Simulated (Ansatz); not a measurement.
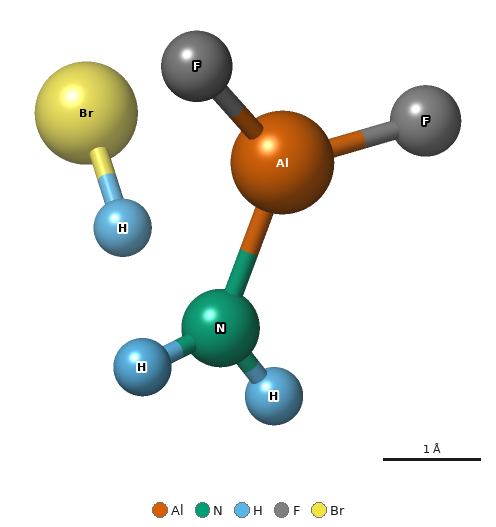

Figure 1. The input geometry (ball-and-stick view, seen at a tilt). Sticks mark near contacts. Bond lengths as drawn: Al–F 1.65 Å, Al–N 1.86 Å, Br–H 1.51 Å and H–N 1.01 to 1.02 Å.

## AlNH3BrF2: geometry relaxation

- system: AlNH3BrF2
- method: RKS B3LYP-D4/def2-SVP (Ansatz 0.2.0)

It belongs to a series of runs on one base structure; here: end point A relaxed.

Log
```
The last accepted step is kept in [file] (removed where the run ends without a failure and the disk answers)
Engine: ansatz 0.2.0, aarch64-unknown-linux-gnu
Functional definition: B3LYP
  parameter a0 = 0.2
  parameter ax = 0.72
  parameter ac = 0.81
  exchange = (1 - a0 - ax)*slater_x + ax*b88_x + a0*exact_x
  correlation = (1 - ac)*vwn_rpa_c + ac*lyp_c
1085 factors; integrals over basis functions are off by at most 5.4e-4 eV
mean field evaluation 1: about -83596.6784 eV, gradient 7.3e1 eV
mean field evaluation 2: about -83575.7511 eV, gradient 1.2e2 eV
mean field evaluation 4: about -83606.2405 eV, gradient 8.6e0 eV
mean field evaluation 8: about -83606.3785 eV, gradient 4.9e-2 eV
mean field -83606.37854204 eV, -3072.4777409814 hartree, gradient 5.3e-5 eV, S^2 0.000000; 0 other end points of the search recorded, 0 dependent functions left out
the calculation of the forces begins
reference -83606.37881139 eV, -3072.4777508796 hartree; 38, 38 occupied and 69, 69 virtual orbitals, 1085 factors
relax step   1: F+E_penalty+E_count = -83606.63229916 eV  Δ(F+E_penalty+E_count) = +0.000e0 eV  max|allowed force component| = 1.930e0 eV/Å  Δτ_max = 0.0000 Å  (25 SCF iters, accepted)
these checks for a lower state are left out or cut short: starts, cluster_reference, orbital_swaps, neighbouring_geometries, increment
1085 factors; integrals over basis functions are off by at most 4.8e-4 eV
mean field evaluation 16: about -83606.4118 eV, gradient 7.3e0 eV
mean field -83606.54214601 eV, -3072.4837533163 hartree, gradient 2.2e-5 eV, S^2 0.000000; 0 other end points of the search recorded, 0 dependent functions left out
[... from here on the field's lines of each further geometry are left out, up to the last ...]
relax step   2: F+E_penalty+E_count = -83606.80675948 eV  Δ(F+E_penalty+E_count) = -1.745e-1 eV  max|allowed force component| = 6.221e-1 eV/Å  Δτ_max = 0.1948 Å  (28 SCF iters, accepted)
relax step   3: F+E_penalty+E_count = -83606.84972802 eV  Δ(F+E_penalty+E_count) = -4.297e-2 eV  max|allowed force component| = 4.766e-1 eV/Å  Δτ_max = 0.1945 Å  (29 SCF iters, accepted)
relax step   4: F+E_penalty+E_count = -83606.96156064 eV  Δ(F+E_penalty+E_count) = -1.118e-1 eV  max|allowed force component| = 1.238e0 eV/Å  Δτ_max = 0.1954 Å  (28 SCF iters, accepted)
relax step   5: F+E_penalty+E_count = -83607.08678311 eV  Δ(F+E_penalty+E_count) = -1.252e-1 eV  max|allowed force component| = 1.167e0 eV/Å  Δτ_max = 0.0978 Å  (29 SCF iters, accepted)
relax step   6: F+E_penalty+E_count = -83607.51518171 eV  Δ(F+E_penalty+E_count) = -4.284e-1 eV  max|allowed force component| = 2.625e0 eV/Å  Δτ_max = 0.1947 Å  (32 SCF iters, accepted)
relax step   7: F+E_penalty+E_count = -83608.23846034 eV  Δ(F+E_penalty+E_count) = -7.233e-1 eV  max|allowed force component| = 1.839e0 eV/Å  Δτ_max = 0.1956 Å  (28 SCF iters, accepted)
relax step   8: F+E_penalty+E_count = -83608.51534195 eV  Δ(F+E_penalty+E_count) = -2.769e-1 eV  max|allowed force component| = 4.601e0 eV/Å  Δτ_max = 0.1950 Å  (28 SCF iters, accepted)
relax step   9: F+E_penalty+E_count = -83608.77605943 eV  Δ(F+E_penalty+E_count) = -2.607e-1 eV  max|allowed force component| = 1.012e0 eV/Å  Δτ_max = 0.2000 Å  (27 SCF iters, accepted)
relax step  10: F+E_penalty+E_count = -83608.89818862 eV  Δ(F+E_penalty+E_count) = -1.221e-1 eV  max|allowed force component| = 8.032e-1 eV/Å  Δτ_max = 0.1915 Å  (26 SCF iters, accepted)
relax step  11: F+E_penalty+E_count = -83608.49056797 eV  Δ(F+E_penalty+E_count) = +4.076e-1 eV  max|allowed force component| = 2.458e0 eV/Å  Δτ_max = 0.1973 Å  (33 SCF iters, rejected (line search))
relax step  12: F+E_penalty+E_count = -83608.93211269 eV  Δ(F+E_penalty+E_count) = -3.392e-2 eV  max|allowed force component| = 2.221e-1 eV/Å  Δτ_max = 0.0986 Å  (27 SCF iters, accepted)
relax step  13: F+E_penalty+E_count = -83608.94621674 eV  Δ(F+E_penalty+E_count) = -1.410e-2 eV  max|allowed force component| = 1.369e-1 eV/Å  Δτ_max = 0.0686 Å  (30 SCF iters, accepted)
relax step  14: F+E_penalty+E_count = -83608.94810550 eV  Δ(F+E_penalty+E_count) = -1.889e-3 eV  max|allowed force component| = 6.129e-2 eV/Å  Δτ_max = 0.0298 Å  (32 SCF iters, accepted)
the calculation of the forces begins
reference -83608.67571743 eV, -3072.5621606198 hartree; 38, 38 occupied and 69, 69 virtual orbitals, 1083 factors
relax step  15: F+E_penalty+E_count = -83608.94836226 eV  Δ(F+E_penalty+E_count) = -2.568e-4 eV  max|allowed force component| = 2.372e-2 eV/Å  Δτ_max = 0.0051 Å  (23 SCF iters, accepted)
1083 factors; integrals over basis functions are off by at most 1.1e-3 eV
mean field evaluation 128: about -83608.6755 eV, gradient 2.5e-3 eV
```

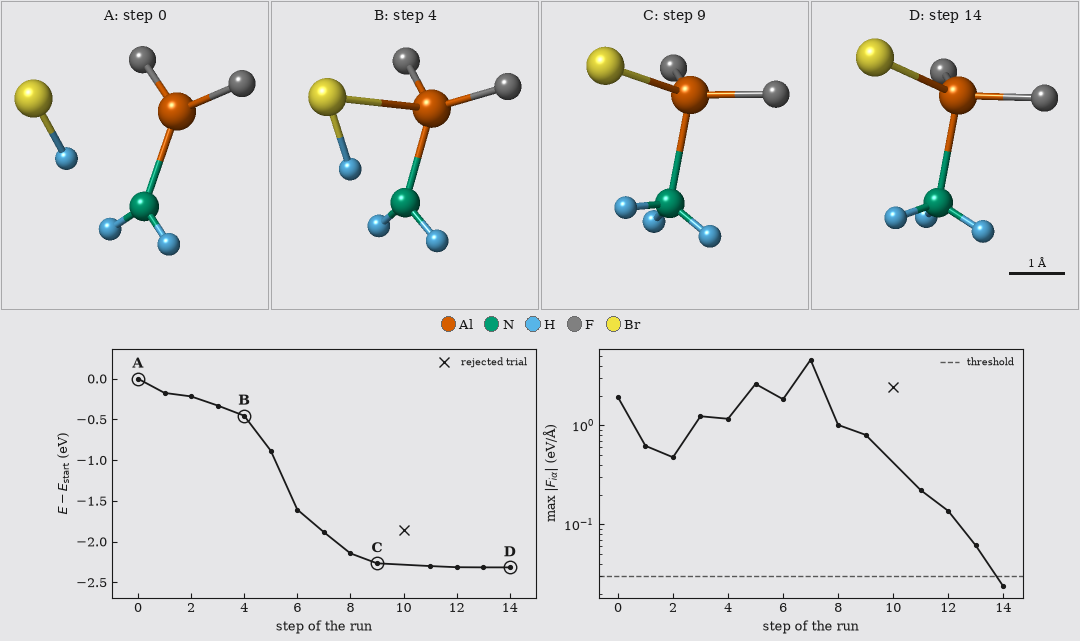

Figure 2. Frames of the relaxation (ball-and-stick view, seen at a tilt) above the curves, on which the letters mark them (the first geometry is step 0 here and step 1 in the log).

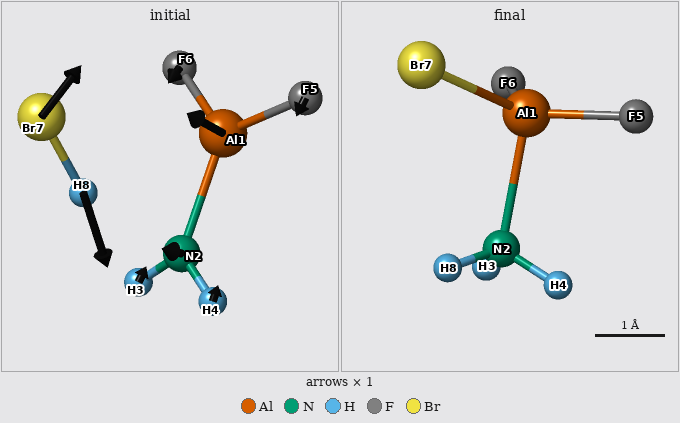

Figure 3. Before (left) and after (right) the relaxation, at one scale (ball-and-stick view, seen at a tilt). The black arrows give the displacements, at true length. H8 moves most after the best rigid fit: 1.30 Å. By element the largest moves are H 1.30 Å, Br 1.02 Å, Al 0.81 Å, N 0.42 Å, F 0.31 Å. Among the contacts that change: Br7–H8 1.507 → 3.168 Å, Al1–Br7 3.609 → 2.279 Å, N2–H8 2.248 → 1.024 Å, Al1–N2 1.859 → 2.014 Å. New bonds form: Al1–Br7 (3.61 → 2.28 Å), N2–H8 (2.25 → 1.02 Å). Bonds break: Br7–H8 (1.51 → 3.17 Å). Among the angles that change: N2–Al1–F5 119.1° → 99.5°, N2–Al1–F6 118.2° → 99.5°, Al1–N2–H3 122.9° → 110.2°. Over 14 geometry steps the energy falls by 2.316 eV. The largest force component goes from 1.9 to 0.024 eV/Å. The line search rejected the trial step at point 10 (counted from 0) and went back. (Atoms are counted from 1 in the order of the input.)

```
mean field -83608.67546534 eV, -3072.5621513557 hartree, gradient 1.2e-5 eV, S^2 0.000000; 1 other end points of the search recorded, 0 dependent functions left out
the calculation of the forces begins
reference -83608.67571743 eV, -3072.5621606198 hartree; 38, 38 occupied and 69, 69 virtual orbitals, 1083 factors
Total energy: -83608.94861435 eV, -3072.5721893964 hartree
Atom 0 at    -0.076110     0.635852     0.137842 Å, force     0.004459    -0.001250    -0.006890 eV/Å
Atom 1 at    -0.037586     0.194230     2.102814 Å, force     0.006363    -0.021130     0.023716 eV/Å
Atom 2 at    -0.781554    -0.471845     2.331081 Å, force    -0.004840     0.014283    -0.007449 eV/Å
Atom 3 at     0.857491    -0.237555     2.350958 Å, force    -0.000151     0.009957    -0.008421 eV/Å
Atom 4 at     1.423407     0.041746    -0.307170 Å, force    -0.012317     0.003079     0.004024 eV/Å
Atom 5 at    -1.403206    -0.272061    -0.323951 Å, force     0.007822     0.001660     0.003035 eV/Å
Atom 6 at    -0.327135     2.901365     0.136222 Å, force    -0.000367    -0.001790     0.000322 eV/Å
Atom 7 at    -0.163105     1.026970     2.684905 Å, force    -0.000969    -0.004809    -0.008335 eV/Å
Dipole moment:     0.031740    -0.349126     1.290773 e Å
```

Trajectory as extended XYZ (Å, eV, eV/Å), 15 frames, from step=1 to step=15
```
8
Properties=species:S:1:pos:R:3:forces:R:3 step=1 energy=-83606.63230
Al    0.0117   -0.1718    0.1855   -0.0577   0.0373   1.8730
N     0.0045   -0.2160    2.0444    0.0791   0.4583  -1.9300
H    -0.8151   -0.4610    2.5861   -0.0887  -0.0688   0.0919
H     0.8526   -0.2553    2.6009    0.0017  -0.0328   0.0321
F     1.4482    0.0117   -0.6068    0.0041  -0.0188  -0.0522
F    -1.4192   -0.4042   -0.6069    0.0281   0.0074  -0.0534
Br   -0.3551    3.3062    1.0756    0.0963  -1.0952   0.5189
H    -0.2354    2.0092    1.8339   -0.0630   0.7126  -0.4803
8
Properties=species:S:1:pos:R:3:forces:R:3 step=2 energy=-83606.80676
Al    0.0009   -0.0810    0.2104    0.0056  -0.0305   0.6221
N    -0.0073   -0.0940    2.0214    0.0095   0.2019  -0.5789
H    -0.8161   -0.4061    2.5545    0.0432  -0.0085  -0.0014
H     0.8458   -0.2007    2.5671   -0.0593  -0.0122  -0.0158
F     1.4476    0.0093   -0.5860   -0.0448   0.0264  -0.0109
F    -1.4158   -0.3889   -0.5861    0.0293   0.0597  -0.0238
Br   -0.3400    3.1124    1.0879   -0.0137   0.0557  -0.1718
H    -0.2228    1.8678    1.8436    0.0303  -0.2927   0.1806
8
Properties=species:S:1:pos:R:3:forces:R:3 step=3 energy=-83606.84973
Al    0.0029   -0.0491    0.2398   -0.0976   0.4766  -0.3132
N    -0.0069   -0.0400    2.0274    0.0095  -0.0829   0.2631
H    -0.8111   -0.3706    2.5573    0.0209  -0.0403   0.0145
H     0.8447   -0.1759    2.5689   -0.0150  -0.0331   0.0125
F     1.4430    0.0657   -0.5670   -0.0115  -0.1325   0.0335
F    -1.4236   -0.2840   -0.5684    0.0799  -0.1101   0.0462
Br   -0.3385    2.9354    1.0072   -0.0469   0.3811  -0.3804
H    -0.2182    1.7372    1.8475    0.0606  -0.4588   0.3238
8
Properties=species:S:1:pos:R:3:forces:R:3 step=4 energy=-83606.96156
Al   -0.0128    0.1155    0.2695   -0.0625   0.3866  -1.2381
N    -0.0074    0.0020    2.0461   -0.0052  -0.0341   1.0443
H    -0.8033   -0.3795    2.5575    0.0322  -0.0218  -0.0241
H     0.8475   -0.1916    2.5681   -0.0355  -0.0111  -0.0276
F     1.4404    0.0859   -0.5354   -0.0682  -0.0745   0.1079
F    -1.4245   -0.2234   -0.5392    0.0945  -0.0762   0.1041
Br   -0.3380    2.7763    0.8938   -0.0625   0.6102  -0.6834
H    -0.2097    1.6336    1.8522    0.1071  -0.7793   0.7168
8
Properties=species:S:1:pos:R:3:forces:R:3 step=5 energy=-83607.08678
Al   -0.0270    0.2113    0.2560   -0.0620   0.1466  -1.1669
N    -0.0144    0.0363    2.0503   -0.0463   0.3156   1.0207
H    -0.8024   -0.3829    2.5454    0.0056  -0.0082  -0.0387
H     0.8426   -0.1889    2.5565    0.0010  -0.0109  -0.0408
F     1.4343    0.0745   -0.5263   -0.0403   0.0039   0.0895
F    -1.4181   -0.2507   -0.5336    0.0832   0.0201   0.1115
Br   -0.3254    2.7265    0.8603   -0.0678   0.6423  -0.6774
H    -0.1973    1.5925    1.9042    0.1266  -1.1094   0.7022
8
Properties=species:S:1:pos:R:3:forces:R:3 step=6 energy=-83607.51518
Al   -0.0488    0.3765    0.2188   -0.0383  -0.9663  -1.7478
N    -0.0286    0.1328    2.0700   -0.0463   0.7244   1.2082
H    -0.8033   -0.3632    2.5331    0.1003   0.2791  -0.1846
H     0.8355   -0.1635    2.5447   -0.1512   0.1978  -0.2038
F     1.4268    0.0616   -0.5199   -0.3182   0.0694   0.2874
F    -1.4116   -0.2746   -0.5331    0.4491   0.2252   0.3831
Br   -0.3076    2.6198    0.7923   -0.2360   2.0948  -0.9644
H    -0.1700    1.4293    2.0068    0.2406  -2.6245   1.2218
8
Properties=species:S:1:pos:R:3:forces:R:3 step=7 energy=-83608.23846
Al   -0.0558    0.4285    0.1882   -0.0657  -0.5032  -1.8387
N    -0.0351    0.1864    2.0882    0.1024  -0.6727   0.4288
H    -0.7966   -0.3340    2.5247   -0.3071   0.2249  -0.0098
H     0.8224   -0.1373    2.5344    0.2838   0.2123  -0.0138
F     1.4281    0.0464   -0.5158   -0.4639   0.0682   0.4161
F    -1.4089   -0.2936   -0.5289    0.5702   0.2661   0.5025
Br   -0.3112    2.6716    0.7375   -0.1520   1.3009  -0.9089
H    -0.1508    1.2507    2.0844    0.0322  -0.8964   1.4237
8
Properties=species:S:1:pos:R:3:forces:R:3 step=8 energy=-83608.51534
Al   -0.0645    0.5060    0.1374   -0.0218  -0.4980  -0.9855
N    -0.0363    0.1948    2.1010    0.6351  -4.6010  -0.2570
H    -0.8089   -0.3485    2.5181    0.1762   0.3516  -0.2479
H     0.8407   -0.1521    2.5269   -0.3247   0.2826  -0.3057
F     1.4272    0.0295   -0.4985   -0.5269   0.1919   0.3911
F    -1.4025   -0.3080   -0.5102    0.5544   0.3792   0.4441
Br   -0.3222    2.7621    0.5969   -0.0455   0.3432  -0.4995
H    -0.1414    1.1350    2.2411   -0.4467   3.5505   1.4606
8
Properties=species:S:1:pos:R:3:forces:R:3 step=9 energy=-83608.77606
Al   -0.0667    0.5247    0.1429    0.0048   0.1868  -0.4928
N    -0.0260    0.1372    2.1143    0.1250  -1.0119  -0.3021
H    -0.7956   -0.4153    2.5130    0.1122   0.1450  -0.1689
H     0.8573   -0.1839    2.5321   -0.1659   0.1245  -0.2023
F     1.4277    0.0666   -0.4535   -0.1323  -0.0460   0.1757
F    -1.4198   -0.2521   -0.4633    0.1557   0.0011   0.2050
Br   -0.3193    2.8287    0.4083    0.0215  -0.2800  -0.0736
H    -0.1654    1.1127    2.3191   -0.1210   0.8807   0.8590
8
Properties=species:S:1:pos:R:3:forces:R:3 step=10 energy=-83608.89819
Al   -0.0720    0.5915    0.1129    0.0995  -0.4392   0.1103
N    -0.0280    0.1539    2.1027   -0.2841   0.8032   0.0058
H    -0.7787   -0.4568    2.4337   -0.0302  -0.0462  -0.0759
H     0.8588   -0.2041    2.4563    0.1628  -0.0577  -0.0230
F     1.4309    0.0552   -0.3862   -0.0670  -0.0376   0.0116
F    -1.4235   -0.2524   -0.3900    0.0458  -0.0380   0.0118
Br   -0.3122    2.8328    0.2741   -0.0492   0.4194  -0.0256
H    -0.1832    1.0985    2.5092    0.1223  -0.6039  -0.0150
8
Properties=species:S:1:pos:R:3:forces:R:3 step=11 energy=-83608.49057 accepted=F
Al   -0.0655    0.5973    0.0076    0.0998   0.7729   1.2199
N    -0.0329    0.1734    2.0740    0.2102   1.1600   2.4585
H    -0.8469   -0.4148    2.4210    1.3372   0.3001  -0.6716
H     0.9082   -0.2268    2.4241   -1.8962   0.3569  -0.7351
F     1.4371   -0.0357   -0.4049   -0.3342   0.3512  -0.0195
F    -1.3861   -0.3400   -0.4010   -0.0031   0.1986  -0.1407
Br   -0.3629    2.9960    0.2892    0.2006  -1.4148  -0.3532
H    -0.1587    1.0692    2.7027    0.3858  -1.7248  -1.7583
8
Properties=species:S:1:pos:R:3:forces:R:3 step=12 energy=-83608.93211
Al   -0.0714    0.5975    0.1194    0.0078   0.0464   0.0824
N    -0.0333    0.1741    2.1101   -0.0755   0.2221  -0.0186
H    -0.7792   -0.4623    2.4059    0.0013  -0.0295  -0.0734
H     0.8588   -0.2159    2.4257    0.0309  -0.0260  -0.0561
F     1.4267    0.0503   -0.3790   -0.0269  -0.0543   0.0605
F    -1.4140   -0.2568   -0.3888    0.0274  -0.0592   0.0577
Br   -0.3197    2.8657    0.2173   -0.0035   0.0475  -0.0071
H    -0.1756    1.0662    2.6021    0.0386  -0.1470  -0.0454
8
Properties=species:S:1:pos:R:3:forces:R:3 step=13 energy=-83608.94622
Al   -0.0760    0.6314    0.1249   -0.0159   0.0194   0.1369
N    -0.0372    0.1914    2.0964   -0.0167   0.0279   0.1008
H    -0.7769   -0.4735    2.3439   -0.0097   0.0383  -0.0498
H     0.8569   -0.2310    2.3635    0.0181   0.0220  -0.0451
F     1.4237    0.0360   -0.3120    0.0143   0.0073  -0.0416
F    -1.4059   -0.2754   -0.3280   -0.0009   0.0137  -0.0357
Br   -0.3242    2.9029    0.1620    0.0058  -0.0674  -0.0313
H    -0.1682    1.0368    2.6620    0.0049  -0.0613  -0.0343
8
Properties=species:S:1:pos:R:3:forces:R:3 step=14 energy=-83608.94811
Al   -0.0763    0.6358    0.1378    0.0090  -0.0102  -0.0214
N    -0.0381    0.1952    2.1035    0.0024  -0.0186   0.0613
H    -0.7792   -0.4746    2.3322   -0.0060   0.0338  -0.0146
H     0.8572   -0.2366    2.3517    0.0047   0.0210  -0.0134
F     1.4236    0.0422   -0.3094   -0.0322   0.0046   0.0170
F    -1.4044   -0.2704   -0.3260    0.0218   0.0043   0.0132
Br   -0.3258    2.9007    0.1332   -0.0016   0.0087   0.0034
H    -0.1648    1.0264    2.6897    0.0020  -0.0436  -0.0457
8
Properties=species:S:1:pos:R:3:forces:R:3 step=15 energy=-83608.94836
Al   -0.0761    0.6359    0.1378    0.0045  -0.0013  -0.0069
N    -0.0376    0.1942    2.1028    0.0064  -0.0211   0.0237
H    -0.7816   -0.4718    2.3311   -0.0048   0.0143  -0.0074
H     0.8575   -0.2376    2.3510   -0.0002   0.0100  -0.0084
F     1.4234    0.0417   -0.3072   -0.0123   0.0031   0.0040
F    -1.4032   -0.2721   -0.3240    0.0078   0.0017   0.0030
Br   -0.3271    2.9014    0.1362   -0.0004  -0.0018   0.0003
H    -0.1631    1.0270    2.6849   -0.0010  -0.0048  -0.0083
```

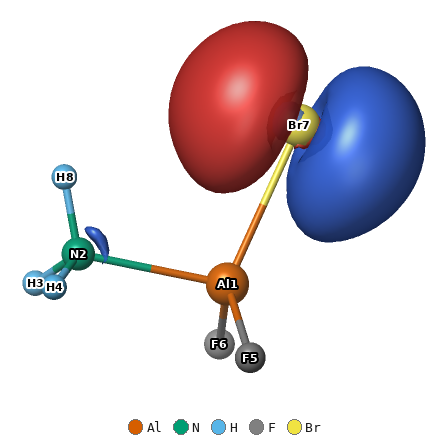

Figure 4. One frontier orbital at ±0.15 Å⁻³ᐟ² (blue and red are the two phases), seen at a tilt. The HOMO−1, at −7.78 eV.

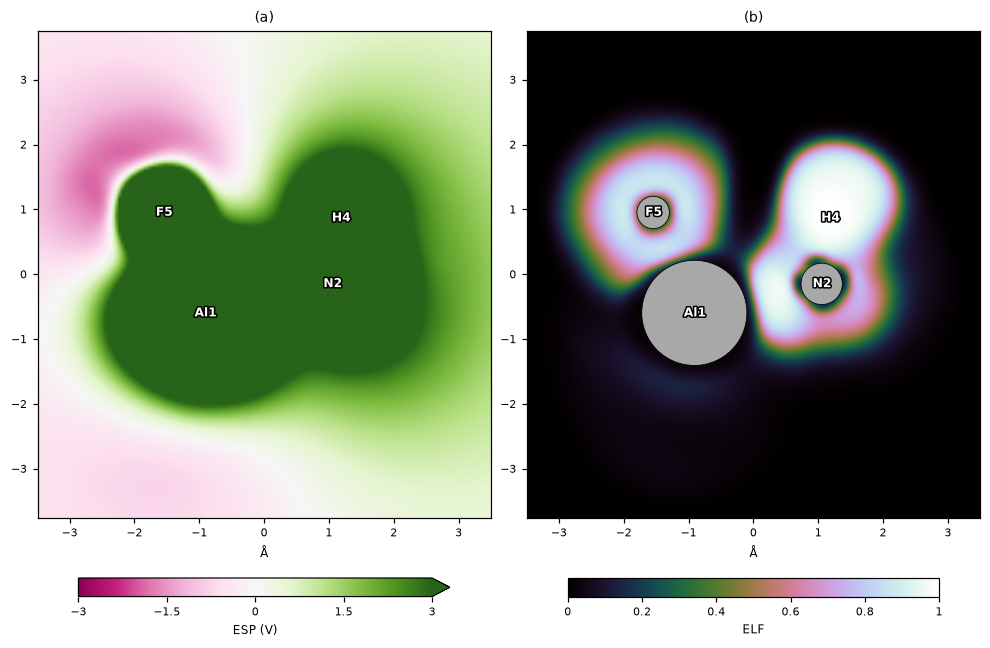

Figure 5. (a) molecular electrostatic potential; (b) electron localisation function on the plane of atoms N2, Al1 and F5. Grey discs, where drawn, cover atomic cores. Al–F (1.67 Å): the ELF peaks at about 0.85 in the valence shell of F, 0.6 Å from its nucleus, and is about 0.30 at the midpoint. Al–N (2.01 Å): the ELF peaks at about 0.95 in the valence shell of N, 0.7 Å from its nucleus, and is about 0.75 at the midpoint. N–H (1.02 Å): the ELF climbs to about 1 towards the hydrogen, as it does in any bond to H (a covalent bond by its length).

The run was set up as follows.

Input file
```yaml
crystal:
  periodic: [false, false, false]
  atoms:
    - { symbol: Al, position_ang: [0.011687, -0.171789, 0.18551] }
    - { symbol: "N", position_ang: [0.004524, -0.216011, 2.044351] }
    - { symbol: H, position_ang: [-0.815085, -0.461039, 2.586122] }
    - { symbol: H, position_ang: [0.85256, -0.255349, 2.600911] }
    - { symbol: F, position_ang: [1.448196, 0.011721, -0.606785] }
    - { symbol: F, position_ang: [-1.419241, -0.404212, -0.606893] }
    - { symbol: Br, position_ang: [-0.355061, 3.3062, 1.075597] }
    - { symbol: H, position_ang: [-0.235379, 2.00918, 1.833888] }
basis:
  gaussian: { orbitals: def2-SVP }
hamiltonian:
  xc: b3lyp
  dispersion: d4
relax:
  f_tol: 0.03
  max_steps: 50
output:
  orbitals: {}
```

Run as:
```bash
ansatz run input.yaml --threads 2 --pin off --max-ram 3072MiB --backend cpu --events-out ev --progress --plain --runs-dir out
```

Results in brief

| quantity | value |
| --- | --- |
| outcome | converged |
| total energy | −83608.9486 eV |
| mean-field energy | −83608.6757 eV |
| largest force (length of the vector) at the end | 0.032 eV/Å |
| hardware | 2 threads of Arm Neoverse V2, 24 GiB of memory available, shared host |
| wall time | 42 s (CPU time 81 s) |
| peak memory | 0.25 GiB |
